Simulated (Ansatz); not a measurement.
# C2H6GaNO3: single points with varied inputs

How do the results and run time of C2H6GaNO3 respond when the settings are drawn wide?

Computed with Ansatz 0.2.0, Gaussian basis. Level: the settings change from run to run.

## Step 1: The molecule

An earlier PBE0-D4 in a triple-zeta def2 set relaxation fixed the geometry.

SMILES `CC#[N+][Ga-]([OH])([OH])[OH]`, 13 atoms, charge 0, spin multiplicity 1.

Atoms are counted from 1 here; the program's logs count them from 0.

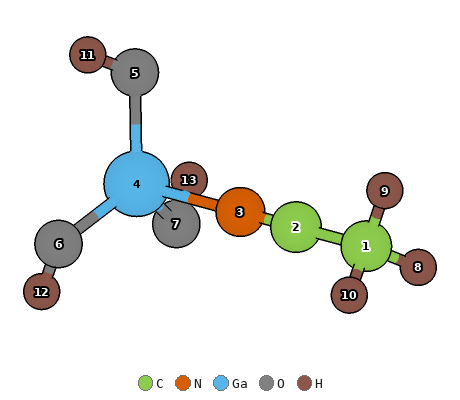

The structure; carbon green, nitrogen orange, gallium blue, oxygen grey, hydrogen brown; atoms are numbered from 1 in the order of the file.

## Step 2: LC-wPBE/x2c-TZVPPall

in.yaml reads:

```yaml
crystal:
  periodic: [false, false, false]
  atoms:
    - {symbol: C, position_ang: [1.187013, -0.879501, 2.581859]}
    - {symbol: C, position_ang: [0.611884, -0.453962, 1.329118]}
    - {symbol: N, position_ang: [0.156457, -0.116967, 0.337180]}
    - {symbol: Ga, position_ang: [-0.693718, 0.511687, -1.512816]}
    - {symbol: O, position_ang: [0.464543, -0.290673, -2.634962]}
    - {symbol: O, position_ang: [-0.547823, 2.293402, -1.291919]}
    - {symbol: O, position_ang: [-2.327707, -0.223752, -1.328844]}
    - {symbol: H, position_ang: [0.514531, -1.584042, 3.073507]}
    - {symbol: H, position_ang: [2.146796, -1.364948, 2.398602]}
    - {symbol: H, position_ang: [1.338259, -0.013935, 3.228689]}
    - {symbol: H, position_ang: [1.026603, 0.345765, -3.080205]}
    - {symbol: H, position_ang: [-1.403064, 2.706309, -1.160479]}
    - {symbol: H, position_ang: [-2.453275, -0.964183, -1.924829]}
basis:
  gaussian: {orbitals: x2c-TZVPPall}
hamiltonian: {xc: {name: LC-wPBE}}
```

Started as:

```console
ansatz run in.yaml --threads 4 --pin off --events-out ev --progress --plain --max-ram 11315MiB
```

Output:

```text
Functional definition: LC-wPBE
  name "LC-wPBE"
  cite "Vydrov & Scuseria, J. Chem. Phys. 125, 234109 (2006) doi:10.1063/1.2409292"
  cite "Heyd & Scuseria, J. Chem. Phys. 120, 7274 (2004) doi:10.1063/1.1668634"
  cite "Ernzerhof & Perdew, J. Chem. Phys. 109, 3313 (1998) doi:10.1063/1.476928"
  cite "Perdew, Burke & Ernzerhof, Phys. Rev. Lett. 77, 3865 (1996) doi:10.1103/PhysRevLett.77.3865"
  parent pbe
  parameter omega = 0.4/bohr
  exchange = pbe_x_sr(omega) + exact_x_lr(omega)
  correlation = pbe_c
1684 factors; their error is unknown
504 factors; integrals over basis functions are off by at most 1.8e-5 eV
mean field evaluation 1: about -62684.6372 eV, gradient 9.6e1 eV
mean field evaluation 2: about -62681.0346 eV, gradient 1.1e2 eV
mean field evaluation 4: about -62698.9932 eV, gradient 4.1e0 eV
mean field evaluation 8: about -62699.0171 eV, gradient 1.9e-1 eV
mean field evaluation 16: about -62698.9874 eV, gradient 4.8e-4 eV
mean field -62698.98738623 eV, -2304.1452875440 hartree, gradient 6.2e-5 eV, S^2 0.000000; 0 other end points of the search recorded, 0 dependent functions left out
reference -62698.98738624 eV, -2304.1452875444 hartree; 40, 40 occupied and 278, 278 virtual orbitals, 1684 factors
Total energy: -62698.98738624 eV, -2304.1452875444 hartree
Relativity: scalar
```

Wall time 6 s (4 threads of Arm Neoverse V1, shared host).

## Step 3: revPBE0/def2-mTZVPP

This run has a grid of angular degree 47, D4 dispersion, high accuracy.

Changes to in.yaml since step 2:

```diff
@@ -17,3 +17,5 @@
 basis:
-  gaussian: {orbitals: x2c-TZVPPall}
-hamiltonian: {xc: {name: LC-wPBE}}
+  gaussian: {orbitals: def2-mTZVPP, final_grid: {core_spheres: 20, valence_spheres: 16, degree: 47}}
+hamiltonian: {xc: {name: revPBE0}, dispersion: d4}
+accuracy: high
+output: {forces: true}
```

Same command.

Output, shortened:

```text
Functional definition: revPBE0
  name "revPBE0"
  cite "Zhang & Yang, Phys. Rev. Lett. 80, 890 (1998) doi:10.1103/PhysRevLett.80.890"
  cite "Adamo & Barone, J. Chem. Phys. 110, 6158 (1999) doi:10.1063/1.478522"
  cite "Perdew, Burke & Ernzerhof, Phys. Rev. Lett. 77, 3865 (1996) doi:10.1103/PhysRevLett.77.3865"
[...]
4033 factors; integrals over basis functions are off by at most 7.3e-8 eV
[...]
mean field -62178.36277229 eV, -2285.0126858735 hartree, gradient 2.4e-8 eV, S^2 0.000000; 0 other end points of the search recorded, 0 dependent functions left out
[...]
reference -62178.36277650 eV, -2285.0126860283 hartree; 40, 40 occupied and 160, 160 virtual orbitals, 4033 factors
Total energy: -62178.96834045 eV, -2285.0349400929 hartree
Atom 0 at     1.187013    -0.879501     2.581859 Å, force     0.042426    -0.029333     0.090046 eV/Å
[...]
Atom 3 at    -0.693718     0.511687    -1.512816 Å, force     0.007231    -0.005428     0.016302 eV/Å
Atom 4 at     0.464543    -0.290673    -2.634962 Å, force     0.128521    -0.078531    -0.108201 eV/Å
Atom 5 at    -0.547823     2.293402    -1.291919 Å, force     0.010797     0.181829     0.034600 eV/Å
Atom 6 at    -2.327707    -0.223752    -1.328844 Å, force    -0.162383    -0.086308     0.023015 eV/Å
Atom 7 at     0.514531    -1.584042     3.073507 Å, force    -0.023602    -0.025743     0.019667 eV/Å
Atom 8 at     2.146796    -1.364948     2.398602 Å, force     0.033953    -0.017639    -0.004626 eV/Å
Atom 9 at     1.338259    -0.013935     3.228689 Å, force     0.006354     0.028906     0.023658 eV/Å
Atom 10 at     1.026603     0.345765    -3.080205 Å, force     0.032616    -0.008845    -0.037303 eV/Å
Atom 11 at    -1.403064     2.706309    -1.160479 Å, force    -0.010219     0.049309     0.001952 eV/Å
Atom 12 at    -2.453275    -0.964183    -1.924829 Å, force    -0.042559    -0.025522    -0.008569 eV/Å
Dipole moment:     0.590008    -0.436660     1.284829 e Å
```

Run time: 17 s. Hardware: 4 threads of Arm Neoverse V1, shared host; peak memory 1.3 GiB.

Largest force 0.231 eV/Å, dipole 7.11 D.

## Step 4: r2SCAN50/cc-pVDZ

Options: coordinates scaled by 1.25, a grid of angular degree 11, D4 dispersion.

in.yaml reads:

```yaml
crystal:
  periodic: [false, false, false]
  atoms:
    - {symbol: C, position_ang: [1.483766, -1.099376, 3.227324]}
    - {symbol: C, position_ang: [0.764854, -0.567453, 1.661397]}
    - {symbol: N, position_ang: [0.195571, -0.146208, 0.421475]}
    - {symbol: Ga, position_ang: [-0.867148, 0.639609, -1.891021]}
    - {symbol: O, position_ang: [0.580679, -0.363341, -3.293703]}
    - {symbol: O, position_ang: [-0.684778, 2.866752, -1.614898]}
    - {symbol: O, position_ang: [-2.909634, -0.279689, -1.661055]}
    - {symbol: H, position_ang: [0.643164, -1.980053, 3.841884]}
    - {symbol: H, position_ang: [2.683496, -1.706185, 2.998252]}
    - {symbol: H, position_ang: [1.672823, -0.017418, 4.035861]}
    - {symbol: H, position_ang: [1.283254, 0.432207, -3.850256]}
    - {symbol: H, position_ang: [-1.753830, 3.382887, -1.450599]}
    - {symbol: H, position_ang: [-3.066594, -1.205229, -2.406036]}
basis:
  gaussian: {orbitals: cc-pVDZ, final_grid: {core_spheres: 5, valence_spheres: 4, degree: 11}}
hamiltonian: {xc: {name: r2SCAN50}, dispersion: d4}
```

Same command.

Output, shortened:

```text
Functional definition: r2SCAN50
  name "r2SCAN50"
  cite "Bursch, Neugebauer, Ehlert & Grimme, J. Chem. Phys. 156, 134105 (2022) doi:10.1063/5.0086040"
  cite "Furness, Kaplan, Ning, Perdew & Sun, J. Phys. Chem. Lett. 11, 8208 (2020) doi:10.1021/acs.jpclett.0c02405"
  cite "Furness, Kaplan, Ning, Perdew & Sun, J. Phys. Chem. Lett. 11, 9248 (2020) doi:10.1021/acs.jpclett.0c03077"
  parent r2scan
[...]
1382 factors; integrals over basis functions are off by at most 1.1e-3 eV
[...]
mean field -62158.07243154 eV, -2284.2670296045 hartree, gradient 5.2e-5 eV, S^2 0.000000; 0 other end points of the search recorded, 0 dependent functions left out
reference -62158.07243785 eV, -2284.2670298364 hartree; 40, 40 occupied and 101, 101 virtual orbitals, 1382 factors
Total energy: -62158.14844959 eV, -2284.2698232163 hartree
```

Run time: 2.5 s. Hardware: 4 threads of Arm Neoverse V1, shared host.

## Step 5: revPBE/STO-3G

Set apart from the defaults: atoms shaken by 0.08 Å, a point charge of 2.00 e beside it, the search for lower states set to light.

in.yaml reads:

```yaml
crystal:
  periodic: [false, false, false]
  atoms:
    - {symbol: C, position_ang: [1.310621, -0.839223, 2.426550]}
    - {symbol: C, position_ang: [0.706226, -0.657964, 1.436071]}
    - {symbol: N, position_ang: [0.043636, 0.034271, 0.288964]}
    - {symbol: Ga, position_ang: [-0.754110, 0.589889, -1.578081]}
    - {symbol: O, position_ang: [0.492455, -0.253496, -2.545281]}
    - {symbol: O, position_ang: [-0.470725, 2.198523, -1.218890]}
    - {symbol: O, position_ang: [-2.298358, -0.190754, -1.263160]}
    - {symbol: H, position_ang: [0.399988, -1.607110, 2.999859]}
    - {symbol: H, position_ang: [2.134517, -1.326624, 2.358313]}
    - {symbol: H, position_ang: [1.281667, -0.019434, 3.388025]}
    - {symbol: H, position_ang: [1.178357, 0.404911, -3.237070]}
    - {symbol: H, position_ang: [-1.314942, 2.649519, -1.271037]}
    - {symbol: H, position_ang: [-2.426204, -1.043128, -1.859915]}
basis:
  gaussian: {orbitals: STO-3G, point_charges: [{charge: 2.00, position_ang: [5.514, -0.112, -0.661]}]}
hamiltonian: {xc: {name: revPBE}}
scf: {lower_state_search: light}
output: {forces: true}
```

The command is unchanged.

Output, shortened:

```text
Functional definition: revPBE
  name "revPBE"
  cite "Zhang & Yang, Phys. Rev. Lett. 80, 890 (1998) doi:10.1103/PhysRevLett.80.890"
  cite "Perdew, Burke & Ernzerhof, Phys. Rev. Lett. 77, 3865 (1996) doi:10.1103/PhysRevLett.77.3865"
[...]
695 factors; integrals over basis functions are off by at most 1.0e-4 eV
[...]
mean field -61421.38597450 eV, -2257.1943016521 hartree, gradient 1.7e-5 eV, S^2 0.000000; 6 other end points of the search recorded, 0 dependent functions left out
[...]
reference -61421.38601346 eV, -2257.1943030839 hartree; 40, 40 occupied and 14, 14 virtual orbitals, 695 factors
Total energy: -61421.38601346 eV, -2257.1943030839 hartree
Atom 0 at     1.310621    -0.839223     2.426550 Å, force     0.225019    -0.516192    23.748715 eV/Å
Atom 1 at     0.706226    -0.657964     1.436071 Å, force   -16.874229    10.817314   -30.570813 eV/Å
[...]
Atom 3 at    -0.754110     0.589889    -1.578081 Å, force    -0.140523    -0.579526    -0.021997 eV/Å
Atom 4 at     0.492455    -0.253496    -2.545281 Å, force     2.040985     1.824043    -1.615599 eV/Å
Atom 5 at    -0.470725     2.198523    -1.218890 Å, force     2.686449    -2.462424    -0.333476 eV/Å
Atom 6 at    -2.298358    -0.190754    -1.263160 Å, force     0.906047    -0.054130    -0.669490 eV/Å
Atom 7 at     0.399988    -1.607110     2.999859 Å, force     2.908854     1.022282    -0.404001 eV/Å
Atom 8 at     2.134517    -1.326624     2.358313 Å, force     7.915972    -4.498564     0.541433 eV/Å
Atom 9 at     1.281667    -0.019434     3.388025 Å, force     0.736127    -1.465780    -2.342914 eV/Å
Atom 10 at     1.178357     0.404911    -3.237070 Å, force    -2.834376    -1.660614     2.584544 eV/Å
Atom 11 at    -1.314942     2.649519    -1.271037 Å, force    -2.968891     2.161844    -0.054943 eV/Å
Atom 12 at    -2.426204    -1.043128    -1.859915 Å, force     0.295997     0.762655     0.381370 eV/Å
Dipole moment:    -0.240893    -0.100546     0.260976 e Å
```

It took 3.3 s on 4 threads of Arm Neoverse V1, shared host.

Largest force 36.556 eV/Å, dipole 1.77 D.

## Step 6: PBE-QIDH/STO-3G

This run has unrestricted orbitals, density fitting with cc-pVTZ-jkfit, finite nuclei, the search for lower states set to light.

in.yaml reads:

```yaml
crystal:
  periodic: [false, false, false]
  atoms:
    - {symbol: C, position_ang: [1.187013, -0.879501, 2.581859]}
    - {symbol: C, position_ang: [0.611884, -0.453962, 1.329118]}
    - {symbol: N, position_ang: [0.156457, -0.116967, 0.337180]}
    - {symbol: Ga, position_ang: [-0.693718, 0.511687, -1.512816]}
    - {symbol: O, position_ang: [0.464543, -0.290673, -2.634962]}
    - {symbol: O, position_ang: [-0.547823, 2.293402, -1.291919]}
    - {symbol: O, position_ang: [-2.327707, -0.223752, -1.328844]}
    - {symbol: H, position_ang: [0.514531, -1.584042, 3.073507]}
    - {symbol: H, position_ang: [2.146796, -1.364948, 2.398602]}
    - {symbol: H, position_ang: [1.338259, -0.013935, 3.228689]}
    - {symbol: H, position_ang: [1.026603, 0.345765, -3.080205]}
    - {symbol: H, position_ang: [-1.403064, 2.706309, -1.160479]}
    - {symbol: H, position_ang: [-2.453275, -0.964183, -1.924829]}
basis:
  gaussian: {orbitals: STO-3G, fitting: {mean_field: cc-pVTZ-jkfit}, nuclear_model: gaussian}
magnetization: {spin_polarized: true, initial_magnetization: 0}
hamiltonian: {xc: {name: PBE-QIDH}}
scf: {lower_state_search: light}
```

The command is unchanged.

Output, shortened:

```text
Functional definition: PBE-QIDH
  name "PBE-QIDH"
  cite "Brémond, Sancho-García, Pérez-Jiménez & Adamo, J. Chem. Phys. 141, 031101 (2014) doi:10.1063/1.4890314"
  cite "Perdew, Burke & Ernzerhof, Phys. Rev. Lett. 77, 3865 (1996) doi:10.1103/PhysRevLett.77.3865"
[...]
861 factors; integrals over basis functions are off by at most 1.7e-2 eV
[...]
mean field -61398.18196488 eV, -2256.3415700269 hartree, gradient 2.0e-6 eV, S^2 0.000000; 0 other end points of the search recorded, 0 dependent functions left out
15 core orbitals not correlated: weight in the atoms' cores, before any rotation towards them, 1.000 or more for the frozen orbitals, at most 0.000 for the correlated occupied ones
reference -61398.18197463 eV, -2256.3415703853 hartree; 25, 25 occupied and 14, 14 virtual orbitals, 861 factors
second order -11.96781217 eV of doubles, -0.00000000 eV of singles
Total energy: -61402.17124536 eV, -2256.4881733803 hartree
```

It took 2.1 s on 4 threads of Arm Neoverse V1, shared host.

⟨S²⟩ 0.000.

## Step 7: r2SCANh/aug-cc-pVDZ

Set apart from the defaults: charge -1, multiplicity 2, atoms shaken by 0.15 Å, a point charge of -1.00 e beside it, relativity set to scalar.

in.yaml reads:

```yaml
crystal:
  periodic: [false, false, false]
  atoms:
    - {symbol: C, position_ang: [1.098551, -0.839153, 2.705463]}
    - {symbol: C, position_ang: [0.807045, -0.431156, 1.234446]}
    - {symbol: N, position_ang: [0.041318, -0.208048, 0.422916]}
    - {symbol: Ga, position_ang: [-0.681625, 0.581030, -1.511046]}
    - {symbol: O, position_ang: [0.495274, -0.287436, -2.638214]}
    - {symbol: O, position_ang: [-0.848406, 2.339046, -1.345466]}
    - {symbol: O, position_ang: [-2.555539, -0.289415, -1.142545]}
    - {symbol: H, position_ang: [0.566741, -1.344659, 2.819506]}
    - {symbol: H, position_ang: [2.177568, -1.446189, 2.359706]}
    - {symbol: H, position_ang: [1.073550, -0.099048, 3.474563]}
    - {symbol: H, position_ang: [1.046133, 0.296217, -2.913886]}
    - {symbol: H, position_ang: [-1.408976, 2.906440, -1.449606]}
    - {symbol: H, position_ang: [-2.245910, -0.958958, -1.867498]}
basis:
  gaussian: {orbitals: aug-cc-pVDZ, point_charges: [{charge: -1.00, position_ang: [7.009, 0.762, -0.674]}]}
total_charge: -1
magnetization: {spin_polarized: true, initial_magnetization: 1}
hamiltonian: {xc: {name: r2SCANh}, pseudopotentials: {relativity: scalar}}
```

The command is unchanged.

Output, shortened:

```text
Functional definition: r2SCANh
  name "r2SCANh"
  cite "Bursch, Neugebauer, Ehlert & Grimme, J. Chem. Phys. 156, 134105 (2022) doi:10.1063/5.0086040"
  cite "Furness, Kaplan, Ning, Perdew & Sun, J. Phys. Chem. Lett. 11, 8208 (2020) doi:10.1021/acs.jpclett.0c02405"
  cite "Furness, Kaplan, Ning, Perdew & Sun, J. Phys. Chem. Lett. 11, 9248 (2020) doi:10.1021/acs.jpclett.0c03077"
  parent r2scan
[...]
2053 factors; their error is unknown
[...]
mean field -62582.30980109 eV, -2299.8574653770 hartree, gradient 3.5e-6 eV, S^2 0.752585; 6 other end points of the search recorded, 0 dependent functions left out
reference -62582.30988274 eV, -2299.8574683776 hartree; 41, 40 occupied and 187, 188 virtual orbitals, 2053 factors
Total energy: -62582.30988274 eV, -2299.8574683776 hartree
Relativity: scalar
```

Wall time 69 s (4 threads of Arm Neoverse V1, shared host); peak memory 1.6 GiB.

⟨S²⟩ 0.753.

## Step 8: B3LYP5/def2-TZVPD

This run has charge -1, multiplicity 2, restricted open-shell orbitals, a point charge of 0.50 e beside it.

in.yaml reads:

```yaml
crystal:
  periodic: [false, false, false]
  atoms:
    - {symbol: C, position_ang: [1.187013, -0.879501, 2.581859]}
    - {symbol: C, position_ang: [0.611884, -0.453962, 1.329118]}
    - {symbol: N, position_ang: [0.156457, -0.116967, 0.337180]}
    - {symbol: Ga, position_ang: [-0.693718, 0.511687, -1.512816]}
    - {symbol: O, position_ang: [0.464543, -0.290673, -2.634962]}
    - {symbol: O, position_ang: [-0.547823, 2.293402, -1.291919]}
    - {symbol: O, position_ang: [-2.327707, -0.223752, -1.328844]}
    - {symbol: H, position_ang: [0.514531, -1.584042, 3.073507]}
    - {symbol: H, position_ang: [2.146796, -1.364948, 2.398602]}
    - {symbol: H, position_ang: [1.338259, -0.013935, 3.228689]}
    - {symbol: H, position_ang: [1.026603, 0.345765, -3.080205]}
    - {symbol: H, position_ang: [-1.403064, 2.706309, -1.160479]}
    - {symbol: H, position_ang: [-2.453275, -0.964183, -1.924829]}
basis:
  gaussian: {orbitals: def2-TZVPD, point_charges: [{charge: 0.50, position_ang: [5.236, -0.164, 0.958]}]}
total_charge: -1
magnetization: {spin_polarized: false, initial_magnetization: 1}
hamiltonian: {xc: {name: B3LYP5}}
```

The command is unchanged.

Output, shortened:

```text
Functional definition: B3LYP5
  name "B3LYP5"
  cite "Stephens, Devlin, Chabalowski & Frisch, J. Phys. Chem. 98, 11623 (1994) doi:10.1021/j100096a001"
  cite "Becke, Phys. Rev. A 38, 3098 (1988) doi:10.1103/PhysRevA.38.3098"
  cite "Lee, Yang & Parr, Phys. Rev. B 37, 785 (1988) doi:10.1103/PhysRevB.37.785"
  cite "Vosko, Wilk & Nusair, Can. J. Phys. 58, 1200 (1980) doi:10.1139/p80-159"
[...]
1804 factors; their error is unknown
[...]
a density is far from that of the atoms, so the factors are made again for it
2299 factors; integrals over basis functions are off by at most 1.1e-3 eV
mean field -62182.13463788 eV, -2285.1512993773 hartree, gradient 5.2e-5 eV, S^2 0.750000; 0 other end points of the search recorded, 0 dependent functions left out
reference -62182.13495229 eV, -2285.1513109317 hartree; 41, 40 occupied and 298, 299 virtual orbitals, 2299 factors
Total energy: -62182.13495229 eV, -2285.1513109317 hartree
```

Wall time 78 s (4 threads of Arm Neoverse V1, shared host); peak memory 2 GiB.

## Step 9: r2SCAN0/def2-TZVPD

Options: unrestricted orbitals, D3(BJ) with three-body dispersion.

Changes to in.yaml since step 8:

```diff
@@ -17,5 +17,5 @@
 basis:
-  gaussian: {orbitals: def2-TZVPD, point_charges: [{charge: 0.50, position_ang: [5.236, -0.164, 0.958]}]}
-total_charge: -1
-magnetization: {spin_polarized: false, initial_magnetization: 1}
-hamiltonian: {xc: {name: B3LYP5}}
+  gaussian: {orbitals: def2-TZVPD}
+magnetization: {spin_polarized: true, initial_magnetization: 0}
+hamiltonian: {xc: {name: r2SCAN0}, dispersion: d3bjatm}
+output: {forces: true}
```

The command is unchanged.

Output, shortened:

```text
Functional definition: r2SCAN0
  name "r2SCAN0"
  cite "Bursch, Neugebauer, Ehlert & Grimme, J. Chem. Phys. 156, 134105 (2022) doi:10.1063/5.0086040"
  cite "Furness, Kaplan, Ning, Perdew & Sun, J. Phys. Chem. Lett. 11, 8208 (2020) doi:10.1021/acs.jpclett.0c02405"
  cite "Furness, Kaplan, Ning, Perdew & Sun, J. Phys. Chem. Lett. 11, 9248 (2020) doi:10.1021/acs.jpclett.0c03077"
  parent r2scan
[...]
1809 factors; their error is unknown
[...]
mean field -62180.19098548 eV, -2285.0798714693 hartree, gradient 2.6e-5 eV, S^2 0.000000; 0 other end points of the search recorded, 0 dependent functions left out
[...]
reference -62180.19100910 eV, -2285.0798723370 hartree; 40, 40 occupied and 299, 299 virtual orbitals, 1809 factors
Total energy: -62180.27189939 eV, -2285.0828450004 hartree
Atom 0 at     1.187013    -0.879501     2.581859 Å, force     0.035289    -0.024114     0.074632 eV/Å
[...]
Atom 3 at    -0.693718     0.511687    -1.512816 Å, force     0.026726    -0.019784     0.058961 eV/Å
Atom 4 at     0.464543    -0.290673    -2.634962 Å, force    -0.045416     0.298888     0.058837 eV/Å
Atom 5 at    -0.547823     2.293402    -1.291919 Å, force    -0.249925    -0.179577    -0.009075 eV/Å
Atom 6 at    -2.327707    -0.223752    -1.328844 Å, force     0.229674    -0.071011    -0.192850 eV/Å
Atom 7 at     0.514531    -1.584042     3.073507 Å, force     0.093587     0.109100    -0.085682 eV/Å
Atom 8 at     2.146796    -1.364948     2.398602 Å, force    -0.149624     0.076810     0.014427 eV/Å
Atom 9 at     1.338259    -0.013935     3.228689 Å, force    -0.028300    -0.125552    -0.110228 eV/Å
Atom 10 at     1.026603     0.345765    -3.080205 Å, force    -0.112228    -0.168180     0.080644 eV/Å
Atom 11 at    -1.403064     2.706309    -1.160479 Å, force     0.206664    -0.061236    -0.030096 eV/Å
Atom 12 at    -2.453275    -0.964183    -1.924829 Å, force    -0.005044     0.163446     0.143592 eV/Å
Dipole moment:     0.605058    -0.447803     1.317620 e Å
```

It took 37 s on 4 threads of Arm Neoverse V1, shared host; peak memory 1.8 GiB.

Largest force 0.508 eV/Å, dipole 7.29 D, ⟨S²⟩ 0.000.

## Step 10: All runs side by side

| level | charge | multiplicity | geometry | functions | energy (eV) | time |
| --- | --- | --- | --- | --- | --- | --- |
| LC-wPBE/x2c-TZVPPall | 0 | 1 | relaxed | 318 | -62698.987 | 6 s |
| revPBE0/def2-mTZVPP | 0 | 1 | relaxed | 200 | -62178.968 | 17 s |
| r2SCAN50/cc-pVDZ | 0 | 1 | scaled | 141 | -62158.148 | 2.5 s |
| revPBE/STO-3G | 0 | 1 | shaken, point charge | 54 | -61421.386 | 3.3 s |
| PBE-QIDH/STO-3G | 0 | 1 | relaxed | 54 | -61402.171 | 2.1 s |
| r2SCANh/aug-cc-pVDZ | -1 | 2 | shaken, point charge | 228 | -62582.310 | 69 s |
| B3LYP5/def2-TZVPD | -1 | 2 | relaxed, point charge | 339 | -62182.135 | 78 s |
| r2SCAN0/def2-TZVPD | 0 | 1 | relaxed | 339 | -62180.272 | 37 s |

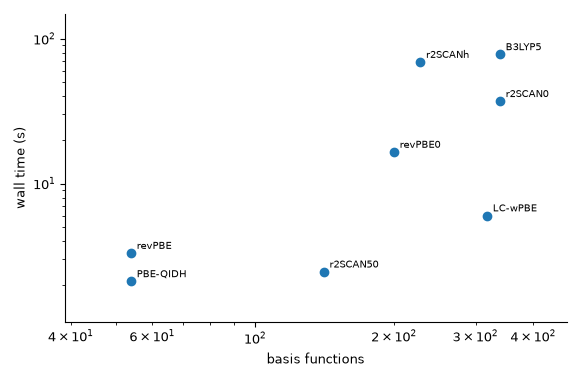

Wall time against the number of basis functions (shared host).

## Step 11: Summary of results

| quantity | value |
| --- | --- |
| runs | 8 |
| quickest | PBE-QIDH/STO-3G, 2.1 s |
| slowest | B3LYP5/def2-TZVPD, 78 s |
| spread of total energies, same state and geometry | 1296.8 eV |
| dipole, same state and geometry | 7.11 to 7.29 D |

In words: B3LYP5/def2-TZVPD took 37 times as long as PBE-QIDH/STO-3G. The jobs differ in tasks and options as well as level. The totals spread over 1297 eV; they can't be compared across methods or bases. Some of these runs are scalar-relativistic and others not, which shifts the totals of all-electron atoms past neon by several eV an atom and more; core potentials, where a basis has them, take the core out of the total altogether. At the PBE0-D4/def2-TZVP geometry and in the same state, the sound runs without point charges leave forces up to 0.51 eV/Å (r2SCAN0/def2-TZVPD).
